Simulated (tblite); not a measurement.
Frequency calculation, with input and output: BSiH4Br

BSiH4Br, SMILES B[SiH2]Br, computed with GFN2-xTB harmonic vibrations, gas phase (tblite 0.8.0).

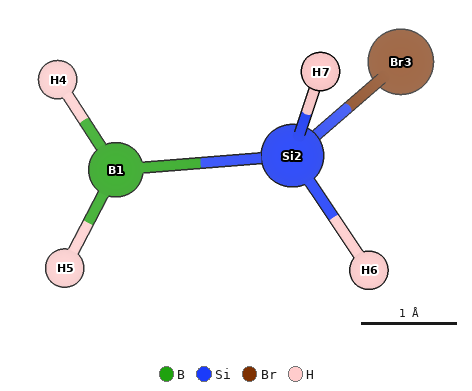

*The structure as given in the input (ball-and-stick view, seen at a tilt; atoms are numbered from 1 in the order of the input).*

Bond lengths as drawn: Br–Si 2.25 Å, B–H 1.17 Å, B–Si 1.95 Å and H–Si 1.47 Å.

Input file
```
{"job": {"kind": "ir", "xc": "GFN2-xTB", "basis": "xTB"}, "charge": 0, "multiplicity": 1}
B     -1.231015     0.208794    -0.023029
Si     0.633656    -0.344153     0.093474
Br     1.896514     1.364363    -0.648856
H     -1.609321     1.165130     0.533224
H     -2.007820    -0.381531    -0.666924
H      1.130832    -1.437350    -0.745789
H      1.190487    -0.570348     1.430822
```

The first line tells a small driver script what to run in tblite; the rest is the geometry in Å.

Run on 1 CPU thread, shared host.

Command:
```bash
OMP_NUM_THREADS=1 python <driver script> task.json out
```

What the program printed
```
mode    cm-1     km/mol
  1     -43.3      0.62
  2     140.7      5.14
  3     377.5      7.16
  4     390.5     42.12
  5     602.2     33.30
  6     655.9    157.64
  7     705.7     24.58
  8     711.7    158.89
  9     752.5    152.41
 10     827.8    236.61
 11    1185.3     18.73
 12    2236.7    340.82
 13    2265.9    172.08
 14    2654.6     30.67
 15    2690.6     91.56
```

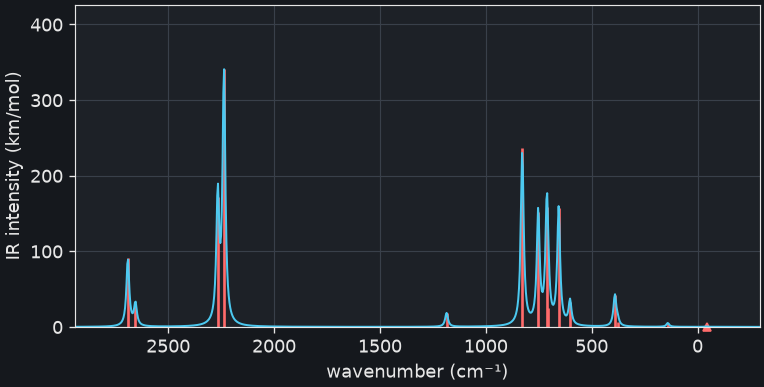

*Harmonic infrared spectrum, unscaled: sticks (degenerate modes added up, dark ones marked on the axis) with a Lorentzian envelope of 16 cm⁻¹ full width, scaled to the tallest stick; imaginary modes are drawn at negative wavenumbers.*

15 modes from 43i to 2691 cm⁻¹, 1 imaginary beyond 8i (43i cm⁻¹): not a clean minimum; so soft a mode can be a shallow saddle, an incomplete relaxation or noise of the force constants. The strongest line is at 2237 cm⁻¹ (341 km/mol). All modes, in cm⁻¹ (km/mol): 43i (0.6), 141 (5.1), 378 (7.2), 390 (42), 602 (33), 656 (158), 706 (25), 712 (159), 752 (152), 828 (237), 1185 (18.7), 2237 (341), 2266 (172), 2655 (31), 2691 (92).

Results in brief

```json
{"quantity": "outcome", "value": "converged"}
{"quantity": "total energy", "value": "−247.8225 eV"}
{"quantity": "zero-point energy", "value": "23.1560 kcal/mol"}
{"quantity": "peak memory", "value": "0.18 GiB"}
```
